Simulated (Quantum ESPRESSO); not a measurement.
**InP (F-43m): how pressure shifts the optical phonon**

Wanted: a fit of frequency against volume for InP (F-43m), tested on a run that is left out of it.

Calculated with Quantum ESPRESSO 7.5; DFT LDA, scalar-relativistic, plane waves, PseudoDojo norm-conserving pseudopotentials.

The database entry behind the starting cell differs from later determinations by our own check (0.1 to 0.3 % short, probably kX units), so it need not match the best structure at ambient conditions.

## (1) The relaxed structure

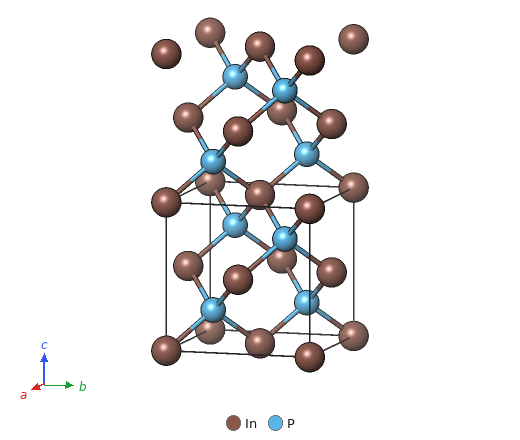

The cell as given, slightly off an axis (indium brown, phosphorus blue). 1×1×2 cells are drawn. This picture shows the conventional cell, with its axes. Bonds to atoms that aren't drawn are left out. Some periodic images of atoms are drawn too.

Structure file:

```cif
data_structure
_symmetry_space_group_name_H-M 'P 1'
_symmetry_Int_Tables_number 1
_cell_length_a 4.1173
_cell_length_b 4.1173
_cell_length_c 4.1173
_cell_angle_alpha 60.000
_cell_angle_beta 60.000
_cell_angle_gamma 60.000
_cell_volume 49.35
loop_
_atom_site_label
_atom_site_type_symbol
_atom_site_fract_x
_atom_site_fract_y
_atom_site_fract_z
_atom_site_occupancy
In1 In 0.00000 0.00000 0.00000 1
P2 P 0.25000 0.25000 0.25000 1
```

This is the cell after its relaxation at this level of theory, not the database cell from which that began.

## (2) Runs at several volumes

The relaxed cell is scaled uniformly; in this structure symmetry fixes all atoms, so nothing has to be relaxed anew. Each volume gets a ground state and a response at Γ. The mode followed is the highest one without the macroscopic field, of symmetry T2; longitudinal polar modes lie higher. Cutoff 77 Ry, k mesh 8×8×8 with shifts.

From the response at V/V₀ = 0.94:

What it wrote:

```text
[banners, grids, parts of the stress and lines that vanish by symmetry left out]
Program PHONON v.7.5
     Reading xml data from directory:

[...]
Exchange-correlation= PW
                           (   1   4   0   0   0   0   0)
[...]
kinetic-energy cut-off    =      77.0000  Ry
     charge density cut-off    =     308.0000  Ry
     convergence threshold     =      1.0E-18
[...]
Exchange-correlation= PW
                           (   1   4   0   0   0   0   0)
[...]
q = (   0.0000000   0.0000000   0.0000000 )
     25 Sym.Ops. (with q -> -q+G )
     G cutoff =  906.4222  (  28571 G-vectors)     FFT grid: ( 45, 45, 45)
     number of k points=    60
[...]
Mode symmetry, T_d (-43m)  point group:
[...]
Dielectric constant
[...]
End of electric fields calculation
          Dielectric constant in cartesian axis
          (      10.721411275       0.000000000       0.000000000 )
          (      -0.000000000      10.721411275       0.000000000 )
          (      -0.000000000      -0.000000000      10.721411275 )
          Effective charges (d Force / dE) in cartesian axis without acoustic sum rule applied (asr)
           atom    1  In    Mean Z*:        2.36735
      Ex  (        2.36735       -0.00000       -0.00000 )
      Ey  (       -0.00000        2.36735        0.00000 )
      Ez  (       -0.00000        0.00000        2.36735 )
           atom    2  P     Mean Z*:       -2.36807
      Ex  (       -2.36807       -0.00000       -0.00000 )
      Ey  (       -0.00000       -2.36807        0.00000 )
      Ez  (        0.00000        0.00000       -2.36807 )
          Effective charges Sum: Mean:       -0.00072
[...]
Effective charges (d Force / dE) in cartesian axis with asr applied:
           atom    1  In    Mean Z*:        2.36771
[...]
atom    2  P     Mean Z*:       -2.36771
[...]
Representation #   1 modes #   1   2   3
[...]
End of self-consistent calculation
     Convergence has been achieved
     Representation #   2 modes #   4   5   6
[...]
End of self-consistent calculation
     Convergence has been achieved
[...]
Dielectric constant in cartesian axis
          (      10.721411275       0.000000000       0.000000000 )
          (      -0.000000000      10.721411275       0.000000000 )
          (      -0.000000000      -0.000000000      10.721411275 )
          Effective charges (d Force / dE) in cartesian axis without acoustic sum rule applied (asr)
           atom    1  In    Mean Z*:        2.36735
      Ex  (        2.36735       -0.00000       -0.00000 )
      Ey  (       -0.00000        2.36735        0.00000 )
      Ez  (       -0.00000        0.00000        2.36735 )
           atom    2  P     Mean Z*:       -2.36807
      Ex  (       -2.36807       -0.00000       -0.00000 )
      Ey  (       -0.00000       -2.36807        0.00000 )
      Ez  (        0.00000        0.00000       -2.36807 )
          Effective charges Sum: Mean:       -0.00072
[...]
Effective charges (d Force / dE) in cartesian axis with asr applied:
           atom    1  In    Mean Z*:        2.36771
[...]
atom    2  P     Mean Z*:       -2.36771
[...]
q = (    0.000000000   0.000000000   0.000000000 )
[...]
freq (    1) =      -0.028692 [THz] =      -0.957057 [cm-1]
     freq (    2) =      -0.028692 [THz] =      -0.957057 [cm-1]
     freq (    3) =      -0.028692 [THz] =      -0.957057 [cm-1]
     freq (    4) =       9.880896 [THz] =     329.591214 [cm-1]
     freq (    5) =       9.880896 [THz] =     329.591214 [cm-1]
     freq (    6) =       9.880896 [THz] =     329.591214 [cm-1]
[...]
Mode symmetry, T_d (-43m)  point group:
     freq (   1-   3) =         -1.0  [cm-1]   --> T_2  G_15 P_4   I+R
     freq (   4-   6) =        329.6  [cm-1]   --> T_2  G_15 P_4   I+R

   JOB DONE.
```

One volume, V/V₀ = 0.97, is held back as a test.

```
V/V₀  volume (Å³/atom)  pressure (GPa)   ω (cm⁻¹)
0.94            23.197            5.08     329.59
0.97            23.937            2.33  held back
   1            24.677            0.00     304.15
1.03            25.417           -1.96     292.51
1.06            26.158           -3.62     281.50
```

## (3) The fit

The mode Grüneisen parameter is γ = −d ln ω / d ln V.

```
ln(V/V₀)    ln ω
 -0.0619  5.7978
  0.0000  5.7175
  0.0296  5.6785
  0.0583  5.6401
```

A straight line through these points has the slope -1.311, so γ = 1.31; at V/V₀ = 0.97 it predicts ω = exp(5.7170 + 0.0399) = 316.38 cm⁻¹.

A parabola of pressure against ln V through V/V₀ = 0.97, 1 and 1.03 gives the bulk modulus B = −dP/d ln V = 71 GPa at V₀. With ω₀ from the fitted line the pressure coefficient follows as dω/dP = γ ω₀ / B = 1.31 × 304.0 / 71 = 5.59 cm⁻¹/GPa.

## (4) The run that was held back

What it wrote:

```text
[banners, grids, parts of the stress and lines that vanish by symmetry left out]
[banner, memory and clock lines left out]
Program PHONON v.7.5

[...]
Exchange-correlation= PW
                           (   1   4   0   0   0   0   0)
[...]
kinetic-energy cut-off    =      77.0000  Ry
     charge density cut-off    =     308.0000  Ry
     convergence threshold     =      1.0E-18
[...]
Exchange-correlation= PW
                           (   1   4   0   0   0   0   0)
[...]
q = (   0.0000000   0.0000000   0.0000000 )
     25 Sym.Ops. (with q -> -q+G )
     G cutoff =  925.6066  (  29603 G-vectors)     FFT grid: ( 45, 45, 45)
     number of k points=    60
[...]
Mode symmetry, T_d (-43m)  point group:
[...]
Dielectric constant
[...]
End of electric fields calculation
          Dielectric constant in cartesian axis
          (      11.086742602       0.000000000       0.000000000 )
          (       0.000000000      11.086742602       0.000000000 )
          (       0.000000000       0.000000000      11.086742602 )
          Effective charges (d Force / dE) in cartesian axis without acoustic sum rule applied (asr)
           atom    1  In    Mean Z*:        2.41455
      Ex  (        2.41455        0.00000       -0.00000 )
      Ey  (       -0.00000        2.41455       -0.00000 )
      Ez  (        0.00000       -0.00000        2.41455 )
           atom    2  P     Mean Z*:       -2.41539
      Ex  (       -2.41539       -0.00000        0.00000 )
      Ey  (       -0.00000       -2.41539        0.00000 )
      Ez  (        0.00000        0.00000       -2.41539 )
[...]
Representation #   1 modes #   1   2   3
[...]
End of self-consistent calculation
     Convergence has been achieved
     Representation #   2 modes #   4   5   6
[...]
End of self-consistent calculation
     Convergence has been achieved
[...]
Dielectric constant in cartesian axis
          (      11.086742602       0.000000000       0.000000000 )
          (       0.000000000      11.086742602       0.000000000 )
          (       0.000000000       0.000000000      11.086742602 )
          Effective charges (d Force / dE) in cartesian axis without acoustic sum rule applied (asr)
           atom    1  In    Mean Z*:        2.41455
      Ex  (        2.41455        0.00000       -0.00000 )
      Ey  (       -0.00000        2.41455       -0.00000 )
      Ez  (        0.00000       -0.00000        2.41455 )
           atom    2  P     Mean Z*:       -2.41539
      Ex  (       -2.41539       -0.00000        0.00000 )
      Ey  (       -0.00000       -2.41539        0.00000 )
      Ez  (        0.00000        0.00000       -2.41539 )
          Effective charges Sum: Mean:       -0.00084
[...]
Effective charges (d Force / dE) in cartesian axis with asr applied:
           atom    1  In    Mean Z*:        2.41497
[...]
atom    2  P     Mean Z*:       -2.41497
[...]
q = (    0.000000000   0.000000000   0.000000000 )
[...]
freq (    1) =      -0.043427 [THz] =      -1.448568 [cm-1]
     freq (    2) =      -0.043427 [THz] =      -1.448568 [cm-1]
     freq (    3) =      -0.043427 [THz] =      -1.448568 [cm-1]
     freq (    4) =       9.488073 [THz] =     316.488051 [cm-1]
     freq (    5) =       9.488073 [THz] =     316.488051 [cm-1]
     freq (    6) =       9.488073 [THz] =     316.488051 [cm-1]
[...]
Mode symmetry, T_d (-43m)  point group:
     freq (   1-   3) =         -1.4  [cm-1]   --> T_2  G_15 P_4   I+R
     freq (   4-   6) =        316.5  [cm-1]   --> T_2  G_15 P_4   I+R
```

It gives 316.49 cm⁻¹ against the predicted 316.38 cm⁻¹, a miss of 0.1 cm⁻¹.

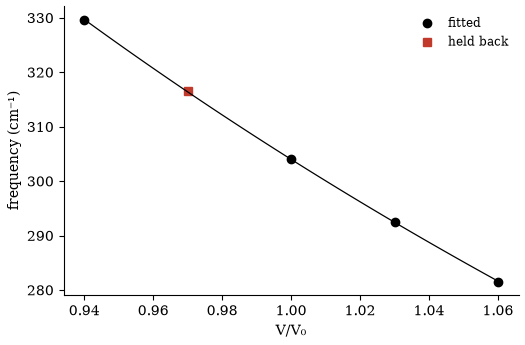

Frequency against volume, with the power-law fit.

## (5) What came out

```json
{
  "mode Grüneisen parameter": "1.311",
  "bulk modulus": "71.3 GPa",
  "pressure coefficient": "5.59 cm⁻¹/GPa"
}
```

The highest optical mode of InP (F-43m) without the LO-TO term stiffens by 5.59 cm⁻¹ a GPa near the relaxed volume, with γ = 1.31. The power law meets all 5 runs within 0.06 %; between neighbouring volumes γ runs from 1.29 to 1.34. Such a coefficient turns a measured shift of this mode into a hydrostatic stress; uniaxial or biaxial stress splits the mode and needs deformation potentials. These are harmonic values at zero temperature for the structure held cubic, which a run at Γ can't show to be stable; the bulk modulus rests on three points.

[Host names and launcher messages were left out of these logs when they were recorded.]

[Logs are printed without paths, hosts, clocks, repeated set-up lines and the standing remarks that a program may print on its own settings, such as how far it seeks lower states.]

[Hosts, paths, dates, database ids (printed as entryN), source tags and the programs' standing remarks are cut or masked in the printed files.]
